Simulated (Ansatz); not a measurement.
# A hypothetical structure for SrTi

This structure for SrTi is made up. Its elements were placed in a known structure type with a cell scaled to their sizes. What cell does the guess relax to, and how far off was it?

Method: DFT, PBE, plane-wave PAW, files of the set soft_1, scalar-relativistic, no spin, cell and ions relaxed at zero pressure; PAW set soft_1, in Ansatz 0.2.0.

**1. The starting structure**

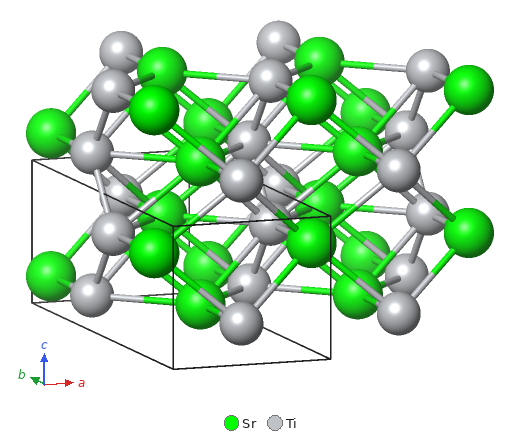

The cell as given, slightly off an axis (strontium green, titanium light grey). 2×1×2 cells are drawn. This picture shows the conventional cell, with its axes. Some periodic images of atoms are drawn too.

As a file:

```cif
data_structure
_symmetry_space_group_name_H-M 'P 1'
_symmetry_Int_Tables_number 1
_cell_length_a 6.3725
_cell_length_b 6.3725
_cell_length_c 4.2010
_cell_angle_alpha 90.000
_cell_angle_beta 90.000
_cell_angle_gamma 135.217
_cell_volume 120.17
loop_
_atom_site_label
_atom_site_type_symbol
_atom_site_fract_x
_atom_site_fract_y
_atom_site_fract_z
_atom_site_occupancy
Sr1 Sr 0.86480 0.13520 0.25000 1
Sr2 Sr 0.13520 0.86480 0.75000 1
Ti3 Ti 0.57480 0.42520 0.25000 1
Ti4 Ti 0.42520 0.57480 0.75000 1
```

**2. Relaxing cell and atoms**

The guess takes its coordinates from another compound and its volume from a rule, so the cell and any free coordinates are relaxed together.

Input file input.yaml:

```yaml
crystal:
  lattice:
    - [2.4275, -5.892, 0.0]
    - [2.4275, 5.892, 0.0]
    - [0.0, 0.0, 4.201]
  atoms:
    - { symbol: Sr, position: [0.8648, 0.1352, 0.25] }
    - { symbol: Sr, position: [0.1352, 0.8648, 0.75] }
    - { symbol: Ti, position: [0.5748, 0.4252, 0.25] }
    - { symbol: Ti, position: [0.4252, 0.5748, 0.75] }
kpoints:
  mp_grid: { grid: [6, 6, 6] }
scf:
  occupations: { method: fermi_dirac, width: 0.05 }
hamiltonian:
  xc: pbe
  pseudopotentials: { kind: paw, azcp: { folder: soft_1 } }
relax:
  f_tol: 0.015
  max_steps: 70
  cell: {}
output:
  forces: true
  stress: true
```

On the command line:

```bash
ansatz run input.yaml --threads 4 --pin off --max-ram 8192MiB --backend cpu --events-out ev --progress --plain --runs-dir out
```

Numbers of over 12 decimals in the logs are rounded to 6 here.

Output:

```text
Engine: ansatz 0.2.0, aarch64-unknown-linux-gnu
Pseudopotentials: kind: paw
Pseudopotential: Sr, paw, valence charge 10, recommended cutoff 420 eV (normal), soft_1/Sr.paw.azcp
Pseudopotential: Ti, paw, valence charge 12, recommended cutoff 420 eV (normal), soft_1/Ti.paw.azcp
Functional definition: PBE
  parameter kappa = 0.804
  parameter beta = 0.066725
  exchange = pbe_x(kappa = kappa, mu = beta*pi^2/3)
  correlation = pbe_c(beta = beta)
Crystal: 4 atoms, lattice volume = 120.172 Å³
Basis set: ecut = 420 eV, 2353 PW (Γ), exchange–correlation on 90×90×60 points (8 copies of the dense FFT grid, shifted against one another)
Bands: 27, of which v1, the nominal top of the filled ones, is band 22 counted from 1 (21 counted from 0)
Symmetry: 8 space group operations
Space group: Cmcm (ITA 63), of the structure as read, at distance tolerance 4.9e-5 Å
k-points: 52 of 216
Non-local potential: Sr, projectors of the file, l = 0: 3, l = 1: 2, l = 2: 2
Non-local potential: Ti, projectors of the file, l = 0: 3, l = 1: 2, l = 2: 3, l = 3: 1
PAW form: soft (Blöchl's): semilocal exchange-correlation on the pseudo side does not see the compensation charge
PAW one-centre angular grid: Sr, 110 points (default); XC on 64 Gauss nodes
PAW one-centre angular grid: Ti, 590 points (default); XC on 64 Gauss nodes
Initial density: superposition of atomic densities (chi_scale 0.1, normalization cell, long waves kept (reshape's long-wave potential 0.00 eV rms))
Initial wavefunctions: pseudopotential atomic-orbital guess
Functional: x = pbe(κ = 0.804, μ = 0.219515), c = pbe(β = 0.066725)
SCF iter   1: F=—  HF=-12085.330007 eV  |F-HF|=—  |Δ(HF+E_count)|=         —  Δρ=4.83e-2  dr2=4.80e0  ethr=3.10e-3  ⟨swp⟩=7.6  Hψ=7096  notcnv=0
preconditioner: auto → Kerker (q_TF=auto, 2.308 Å⁻¹)  [metal: Δε(μ)=0.013 eV  Ē_g=1.948 eV  σ=0.050 eV  W_gap=0.06  n_scr=26 (ndim 8)  ℏωp=11.7 eV  f_vac=0.000  D(μ)=7.63/eV (n_scr^D=88)]
SCF iter   2: F=—  HF=-12084.587165 eV  |F-HF|=—  |Δ(HF+E_count)|=   7.43e-1  Δρ=2.21e-2  dr2=1.30e0  ethr=3.10e-3  ⟨swp⟩=3.0  Hψ=2437  notcnv=0
SCF iter   3: F=—  HF=-12084.312542 eV  |F-HF|=—  |Δ(HF+E_count)|=   2.75e-1  Δρ=3.75e-3  dr2=3.33e-2  ethr=2.96e-3  ⟨swp⟩=3.0  Hψ=2133  notcnv=0
SCF iter   4: F=—  HF=-12084.309240 eV  |F-HF|=—  |Δ(HF+E_count)|=   3.30e-3  Δρ=1.29e-3  dr2=2.39e-3  ethr=7.57e-5  ⟨swp⟩=3.1  Hψ=2500  notcnv=0
SCF iter   5: F=—  HF=-12084.308939 eV  |F-HF|=—  |Δ(HF+E_count)|=   3.00e-4  Δρ=4.87e-4  dr2=3.00e-4  ethr=5.43e-6  ⟨swp⟩=2.3  Hψ=2565  notcnv=0
SCF iter   6: F=—  HF=-12084.308929 eV  |F-HF|=—  |Δ(HF+E_count)|=   1.07e-5  Δρ=1.63e-4  dr2=3.43e-5  ethr=6.83e-7  ⟨swp⟩=2.6  Hψ=2127  notcnv=0
SCF iter   7: F=—  HF=-12084.308961 eV  |F-HF|=—  |Δ(HF+E_count)|=   3.25e-5  Δρ=4.73e-5  dr2=2.73e-6  ethr=7.80e-8  ⟨swp⟩=2.7  Hψ=2510  notcnv=0
SCF iter   8: F=—  HF=-12084.308961 eV  |F-HF|=—  |Δ(HF+E_count)|=   5.96e-8  Δρ=1.67e-5  dr2=2.58e-7  ethr=6.19e-9  ⟨swp⟩=2.2  Hψ=2139  notcnv=0
SCF iter   9: F=-12084.308961 eV  HF=-12084.308961 eV  |F-HF|=3.16e-9  |Δ(HF+E_count)|=   1.36e-8  Δρ=4.78e-6  dr2=3.86e-8  ethr=2.27e-10  ⟨swp⟩=5.0  Hψ=5282  notcnv=0
SCF 1 converged in 9 iterations: F = -12084.308961 eV  dr2 = 3.86e-8
  greatest PAW one-centre occupation: 0.999 electrons in one spin orbital (limit 2), on the Ti atom at site 3 (counted from 0), in its partial waves of l = 0
relax step   1: F+E_penalty+E_count = -12084.30896135 eV  Δ(F+E_penalty+E_count) = +0.000e0 eV  max|allowed force component| = 8.905e-1 eV/Å  Δτ_max = 0.0000 Å  P = +2.793 GPa  Ω = 120.172 Å³  (9 SCF iters, dr2 threshold 1.00e-7 eV, accepted)
[... from here on, the SCF cycles and remarks between the steps are left out ...]
relax step   2: F+E_penalty+E_count = -12084.70107860 eV  Δ(F+E_penalty+E_count) = -3.921e-1 eV  max|allowed force component| = 6.302e-1 eV/Å  Δτ_max = 0.1524 Å  P = +0.538 GPa  Ω = 130.944 Å³  energy of the carried Pulay correction = -6.007e-4 eV  (8 SCF iters, dr2 threshold 4.00e-7 eV, accepted)
relax step   3: F+E_penalty+E_count = -12084.89020312 eV  Δ(F+E_penalty+E_count) = -1.891e-1 eV  max|allowed force component| = 1.921e-1 eV/Å  Δτ_max = 0.1955 Å  P = +0.941 GPa  Ω = 134.481 Å³  energy of the carried Pulay correction = -7.869e-4 eV  (8 SCF iters, dr2 threshold 4.00e-7 eV, accepted)
relax step   4: F+E_penalty+E_count = -12084.91316375 eV  Δ(F+E_penalty+E_count) = -2.296e-2 eV  max|allowed force component| = 5.050e-2 eV/Å  Δτ_max = 0.0482 Å  P = +0.014 GPa  Ω = 138.240 Å³  energy of the carried Pulay correction = -9.792e-4 eV  (7 SCF iters, dr2 threshold 4.00e-7 eV, accepted)
relax step   5: F+E_penalty+E_count = -12084.91892979 eV  Δ(F+E_penalty+E_count) = -5.766e-3 eV  max|allowed force component| = 1.133e-1 eV/Å  Δτ_max = 0.0090 Å  P = -0.199 GPa  Ω = 138.967 Å³  energy of the carried Pulay correction = -1.016e-3 eV  (6 SCF iters, dr2 threshold 4.00e-7 eV, accepted)
relax step   6: F+E_penalty+E_count = -12084.94339314 eV  Δ(F+E_penalty+E_count) = -2.446e-2 eV  max|allowed force component| = 8.643e-2 eV/Å  Δτ_max = 0.0288 Å  P = -0.627 GPa  Ω = 140.873 Å³  energy of the carried Pulay correction = -1.111e-3 eV  (7 SCF iters, dr2 threshold 4.00e-7 eV, accepted)
[...]
relax step  13: F+E_penalty+E_count = -12085.26560341 eV  Δ(F+E_penalty+E_count) = +1.387e-2 eV  max|allowed force component| = 1.751e-1 eV/Å  Δτ_max = 0.0574 Å  P = -1.347 GPa  Ω = 129.484 Å³  energy of the carried Pulay correction = -5.223e-4 eV  (8 SCF iters, dr2 threshold 4.00e-7 eV, rejected (line search))
relax step  14: F+E_penalty+E_count = -12085.29872697 eV  Δ(F+E_penalty+E_count) = -1.925e-2 eV  max|allowed force component| = 2.216e-2 eV/Å  Δτ_max = 0.0325 Å  P = +0.084 GPa  Ω = 122.669 Å³  energy of the carried Pulay correction = -1.439e-4 eV  (10 SCF iters, accepted)
relax step  15: F+E_penalty+E_count = -12085.30014424 eV  Δ(F+E_penalty+E_count) = -1.417e-3 eV  max|allowed force component| = 2.146e-2 eV/Å  Δτ_max = 0.0084 Å  P = +0.051 GPa  Ω = 123.369 Å³  energy of the carried Pulay correction = -1.838e-4 eV  (6 SCF iters, dr2 threshold 2.94e-7 eV, accepted)
relax step  16: F+E_penalty+E_count = -12085.30031297 eV  Δ(F+E_penalty+E_count) = -1.687e-4 eV  max|allowed force component| = 7.676e-4 eV/Å  Δτ_max = 0.0031 Å  P = +0.005 GPa  Ω = 123.524 Å³  energy of the carried Pulay correction = -1.926e-4 eV  (6 SCF iters, dr2 threshold 2.88e-8 eV, accepted)
relax step  17: F+E_penalty+E_count = -12085.35619983 eV  Δ(F+E_penalty+E_count) = -5.589e-2 eV  max|allowed force component| = 7.240e-3 eV/Å  Δτ_max = 0.0000 Å  P = +0.652 GPa  Ω = 123.524 Å³  stress off target by 1.54e0 GPa  SCF on the basis re-selected at this cell (its energy is not comparable with the rows above)  (8 SCF iters)
relax step  18: F+E_penalty+E_count = -12085.38720733 eV  Δ(F+E_penalty+E_count) = -3.101e-2 eV  max|allowed force component| = 5.684e-2 eV/Å  Δτ_max = 0.0230 Å  P = +0.298 GPa  Ω = 125.955 Å³  energy of the carried Pulay correction = -1.558e-4 eV  (6 SCF iters, dr2 threshold 4.00e-7 eV, accepted)
relax step  19: F+E_penalty+E_count = -12085.40723595 eV  Δ(F+E_penalty+E_count) = -2.003e-2 eV  max|allowed force component| = 5.804e-3 eV/Å  Δτ_max = 0.0333 Å  P = +0.182 GPa  Ω = 128.177 Å³  energy of the carried Pulay correction = -3.063e-4 eV  (7 SCF iters, dr2 threshold 4.00e-7 eV, accepted)
relax step  20: F+E_penalty+E_count = -12085.41103722 eV  Δ(F+E_penalty+E_count) = -3.801e-3 eV  max|allowed force component| = 3.131e-2 eV/Å  Δτ_max = 0.0190 Å  P = +0.055 GPa  Ω = 129.976 Å³  energy of the carried Pulay correction = -4.414e-4 eV  (6 SCF iters, dr2 threshold 4.00e-7 eV, accepted)
relax step  21: F+E_penalty+E_count = -12085.41106988 eV  Δ(F+E_penalty+E_count) = -3.266e-5 eV  max|allowed force component| = 2.591e-2 eV/Å  Δτ_max = 0.0060 Å  P = -0.039 GPa  Ω = 130.211 Å³  energy of the carried Pulay correction = -4.630e-4 eV  (6 SCF iters, dr2 threshold 6.13e-8 eV, accepted)
relax step  22: F+E_penalty+E_count = -12085.41120009 eV  Δ(F+E_penalty+E_count) = -1.302e-4 eV  max|allowed force component| = 1.561e-3 eV/Å  Δτ_max = 0.0021 Å  P = -0.003 GPa  Ω = 130.036 Å³  energy of the carried Pulay correction = -4.480e-4 eV  (6 SCF iters, dr2 threshold 4.20e-8 eV, accepted)
relax step  23: F+E_penalty+E_count = -12085.41191237 eV  Δ(F+E_penalty+E_count) = -7.123e-4 eV  max|allowed force component| = 1.483e-3 eV/Å  Δτ_max = 0.0000 Å  P = +0.003 GPa  Ω = 130.036 Å³  stress off target by 1.78e-2 GPa  SCF on the basis re-selected at this cell (its energy is not comparable with the rows above)  (6 SCF iters)
basis re-selected at this cell: Δ(F+E_penalty+E_count) = -7.123e-4 eV, ΔP = +0.006 GPa vs the last step (what re-selecting the basis moved, of the pressure what is left beyond the Pulay correction that the steps carried, after the strain that the cell walked since its last selection, with what the two solves' SCF thresholds leave and, on support functions, any second-order correction that the steps lacked; it is no measure of the basis error at this ecutwfc). The dense FFT grid was sized anew with the basis: this SCF ran on 60×60×32 points, the steps before it on 54×54×32, so part of this shift can come from that change (see relax.cell in the input reference). [rest of the remark cut]
SCF converged after 6 iterations
Free energy (F): -12085.411912 eV
Harris-Foulkes:  -12085.411912 eV  (|F-HF|=9.09e-12)
Internal energy: -12085.379336 eV  (E = F + TS)
E sigma→0 (E₀):  -12085.395624 eV
Entropy (-TS):   -0.032576 eV (-8.144 meV/atom)
Fermi energy:    7.712449 eV
--- Per-component energies (eV) ---
  E_band       = -650.442872
  E_kinetic    = 1027.660728
  E_local      = -4655.867669  (includes V_loc(G=0)·N_el)
  E_nonlocal   = 590.872486
  E_hartree    = 1709.716485
  E_xc         = -579.499086
  E_vxc        = -597.543293  (∫ρ·V_xc dr)
  E_paw        = -7466.571856  (= ΣΔE_a)
  E_vpaw       = -434.998130  (= ΣTr[D̂ρ^β])
  E_aug_tail   = -0.000183  (compensation charges beyond the density's cutoff)
  E_ewald      = -2711.690241
  E_smearing   = -0.032576  (= −TS)
  E_closure    = -0.000000  (closes the sum)
  Σ components = -12085.411912   (vs F -12085.411912, Δ=0.00e0)
--- Forces (eV/Å), atoms counted from 1 ---
  atom   1  Sr     0.00000000    -0.00148266    -0.00000000
  atom   2  Sr     0.00000000     0.00148266     0.00000000
  atom   3  Ti     0.00000000     0.00079768     0.00000000
  atom   4  Ti     0.00000000    -0.00079768    -0.00000000
  max |Σ_I F_I| component: 3.25e-19 eV/Å
--- Stress (GPa, compression-positive) ---
       -0.002662       0.000000       0.000000
        0.000000       0.017799      -0.000000
        0.000000      -0.000000      -0.005519
  P = ⅓ Tr σ = 0.0032 GPa (0.032 kbar)
--- Relaxed structure (21 steps of the walk, 20 accepted, 2 SCFs on fresh bases) ---
  F+E_penalty+E_count = -12085.41191237 eV   max|allowed force component| = 1.483e-3 eV/Å   (the final SCF, on the basis selected at the relaxed cell)
  cell:  # Å, volume = 130.0361 Å³
    - [1.755783, -8.190179, 0.0]
    - [1.755783, 8.190179, 0.0]
    - [0.0, 0.0, 4.521366]
  atoms:
    - { symbol: Sr, position: [0.848015, 0.151985, 0.25] }
    - { symbol: Sr, position: [0.151985, 0.848015, 0.750000] }
    - { symbol: Ti, position: [0.529510, 0.470490, 0.25] }
    - { symbol: Ti, position: [0.470490, 0.529510, 0.750000] }
```

Wall time 59 s (4 threads of Arm Neoverse V1, shared host); peak memory 0.57 GiB; 3.7 min of CPU time.

The steps of the relaxation (22 of 23):

| step | energy less that of the first step (eV) | largest force component (eV/Å) | pressure (GPa) | volume (Å³) |
| --- | --- | --- | --- | --- |
| 1 | 0.0000 | 0.8905 | 2.79 | 120.17 |
| 2 | -0.3921 | 0.6302 | 0.54 | 130.94 |
| 3 | -0.5812 | 0.1921 | 0.94 | 134.48 |
| 4 | -0.6042 | 0.0505 | 0.01 | 138.24 |
| 5 | -0.6100 | 0.1133 | -0.20 | 138.97 |
| 6 | -0.6344 | 0.0864 | -0.63 | 140.87 |
| 7 | -0.6740 | 0.1223 | -0.39 | 137.92 |
| 8 | -0.7379 | 0.1222 | -0.42 | 135.77 |
| 9 | -0.8177 | 0.0496 | -0.40 | 132.76 |
| 10 | -0.8955 | 0.0614 | -0.20 | 128.86 |
| 11 | -0.9692 | 0.0842 | 0.25 | 124.82 |
| 13 | -0.9566 | 0.1752 | -1.35 | 129.48 |
| 14 | -0.9898 | 0.0222 | 0.08 | 122.67 |
| 15 | -0.9912 | 0.0215 | 0.05 | 123.37 |
| 16 | -0.9914 | 0.0008 | 0.00 | 123.52 |
| 17* | -1.0472 | 0.0072 | 0.65 | 123.52 |
| 18 | -1.0782 | 0.0568 | 0.30 | 125.95 |
| 19 | -1.0983 | 0.0058 | 0.18 | 128.18 |
| 20 | -1.1021 | 0.0313 | 0.06 | 129.98 |
| 21 | -1.1021 | 0.0259 | -0.04 | 130.21 |
| 22 | -1.1022 | 0.0016 | 0.00 | 130.04 |
| 23* | -1.1030 | 0.0015 | 0.00 | 130.04 |

Relaxation steps marked * repeat the geometry before them on a plane-wave basis chosen anew for their cell, so energy and pressure can jump there. Other such steps can lie between the rows shown. Relaxation step 13 was tried and not accepted.

Forces are held to the 8 operations that the run works with; a distortion that breaks them can't arise in this run.

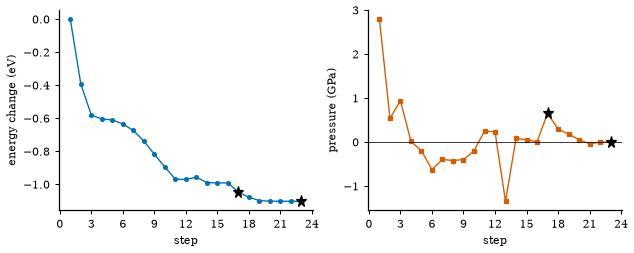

Energy and pressure along the relaxation. Stars mark steps on a basis chosen anew.

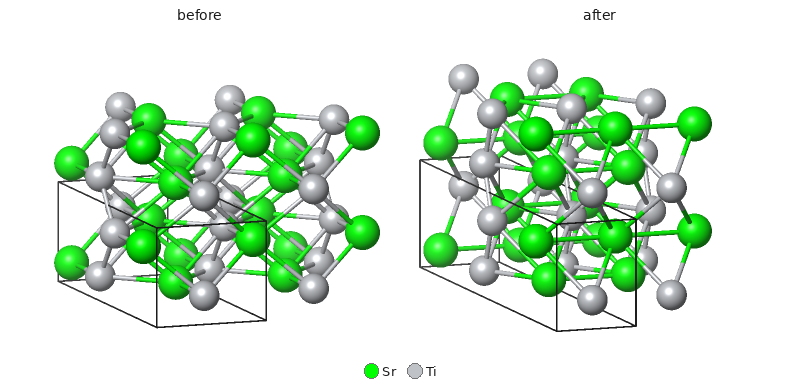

The structure before and after the relaxation, drawn at the same scale.

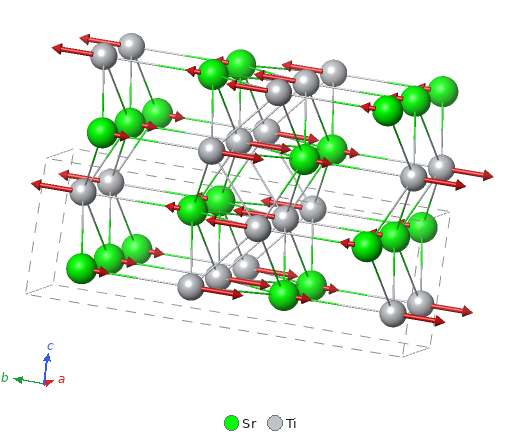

Displacements in the relaxation, exaggerated, measured against the changing cell; the longest in the cell stands for 0.74 Å. 2×1×2 conventional cells are drawn. Some periodic images of atoms are drawn too.

| cell as run | before | after | change |
| --- | --- | --- | --- |
| a (Å) | 6.372 | 8.376 | +31.4 % |
| b (Å) | 6.372 | 8.376 | +31.4 % |
| c (Å) | 4.201 | 4.521 | +7.6 % |
| γ (°) | 135.22 | 155.80 | +15.2 % |
| volume (Å³/atom) | 30.04 | 32.51 | +8.2 % |

The atoms that moved most (Å, as changes of fractional coordinates times the final cell):

| atom | dx | dy | dz | length |
| --- | --- | --- | --- | --- |
| Ti4 | 0.000 | -0.742 | 0.000 | 0.742 |
| Ti3 | 0.000 | 0.742 | 0.000 | 0.742 |
| Sr2 | 0.000 | -0.275 | 0.000 | 0.275 |
| Sr1 | 0.000 | 0.275 | 0.000 | 0.275 |

Final coordinates:

```
Sr Ti
1.0
     1.75578   -8.19018    0.00000
     1.75578    8.19018    0.00000
     0.00000    0.00000    4.52137
Sr Ti
2 2
Direct
  0.84801 0.15199 0.25000
  0.15199 0.84801 0.75000
  0.52951 0.47049 0.25000
  0.47049 0.52951 0.75000
```

Numbers from this step:

```yaml
free_energy: -12085.4119 eV
energy_at_zero_smearing: -12085.3956 eV
smearing_term_ts: 0.03258 eV
fermi_energy: 7.712 eV
electrons: 44
symmetry_operations: 8
pressure: 0.003206 GPa
```

The shortest distance of each pair, which need not be the same contact before and after:

| pair | guess (Å) | relaxed (Å) |
| --- | --- | --- |
| Ti–Ti | 2.742 | 2.459 |
| Sr–Ti | 3.288 | 3.453 |
| Sr–Sr | 3.816 | 3.512 |

The relaxation ends with a largest force component of 0.0015 eV/Å and a pressure of 0.00 GPa.

**3. Summary of results**

| Property | Result |
| --- | --- |
| space group, relaxed | Cmcm |
| conventional cell | a = 3.512, b = 16.380, c = 4.521 Å; α = 90.0°, β = 90.0°, γ = 90.0° |
| volume per atom | 32.51 Å³ (guess 30.04) |

SrTi relaxes to Cmcm with a = 3.512, b = 16.380 and c = 4.521 Å. The guessed volume was 8 % too small. The space group Cmcm was held in the relaxation, so the end point is a stationary structure within it and may be a saddle against distortions or other arrangements. Mesh and cutoff weren't tested. A vector of the cell changed its length by 31 %, so the starting arrangement is largely lost and the mesh was laid for another shape. No dispersion term is used, so weakly bound directions may come out too long. The runs have no spin, and magnetism wasn't tested. Nothing here tests whether the compound is stable against decomposition.

[Logs are printed without paths, hosts, clocks, repeated set-up lines and the standing remarks that a program may print on its own settings, such as how far it seeks lower states.]

[Hosts, paths, dates, database ids (printed as entryN), source tags and the programs' standing remarks are cut or masked in the printed files.]
